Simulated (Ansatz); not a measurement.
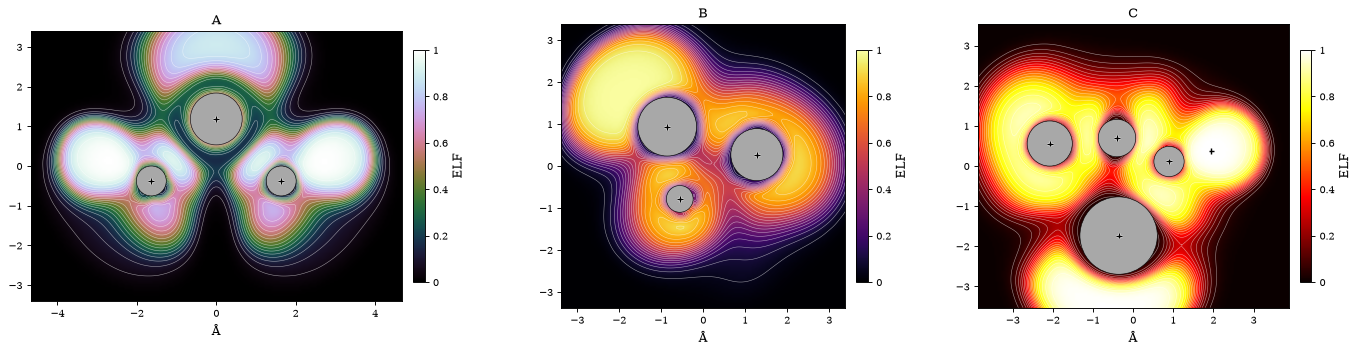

The electron localisation function of 3 systems, each on a plane through atoms (crosses mark nuclei in the plane; grey discs cover the cores).

The calculation used isolated molecule in a Gaussian basis; Kohn-Sham density functional theory, functional PBE0 (Ansatz).

System 1: C₂H₇Sn (charge −1), the plane of atoms C1, Sn3 and C2. Geometry: PBE0-D3(BJ)/def2-SVPD; core potentials replace the inner electrons of Sn.

```xyz
10

C     1.3856    0.5067   -1.3881
C    -0.9334   -1.1264    0.2431
Sn    1.1920   -0.4653    0.6450
H     0.9722   -0.1423   -2.1786
H     2.4390    0.7222   -1.6331
H     0.8337    1.4617   -1.4047
H     1.8946   -2.0361    0.0715
H    -1.2628   -1.8871    0.9703
H    -1.6186   -0.2654    0.3223
H    -1.0313   -1.5508   -0.7703
```

System 2: CHBMgS (SMILES [CH+]1[B]2[S][Mg-]12) (triplet), the molecular plane. Geometry: B3LYP-D3(BJ)/def2-SVP.

```xyz
5

C    -0.2940   -0.8456    0.4779
B     0.1043   -0.1390   -0.6896
Mg    1.3862   -2.1464   -0.2064
S     1.0980    0.0404   -2.0341
H    -1.0113   -0.8196    1.2944
```

System 3: NPSi₂, the plane of atoms N1, Si3 and P2. Geometry: PBE0-D3(BJ)/def2-SVP.

```yaml
atoms:
  - { symbol: N, position_ang: [0.4514, 0.1731, -0.3534] }
  - { symbol: P, position_ang: [-1.2995, 1.2300, 0.1963] }
  - { symbol: Si, position_ang: [0.6353, 1.8693, -0.7259] }
  - { symbol: Si, position_ang: [0.1093, -0.0770, 1.3408] }
```

Which map belongs to which system?

Panel A is system 1, C₂H₇Sn: the plane holds C and Sn. C–Sn (2.26 Å): the ELF peaks at about 0.95 in the valence shell of C, 0.7 Å from its nucleus, and drops to about 0.20 between the two atoms. Panel B is system 3, NPSi₂: the plane holds N, P and Si. Si–N (1.75 Å): the ELF peaks at about 0.85 between the atoms: a polar covalent bond. Panel C is system 2, CHBMgS: the plane holds C, B, Mg, S and H. C–B (1.42 Å): the ELF peaks at about 0.90 between the atoms; a covalent bond.
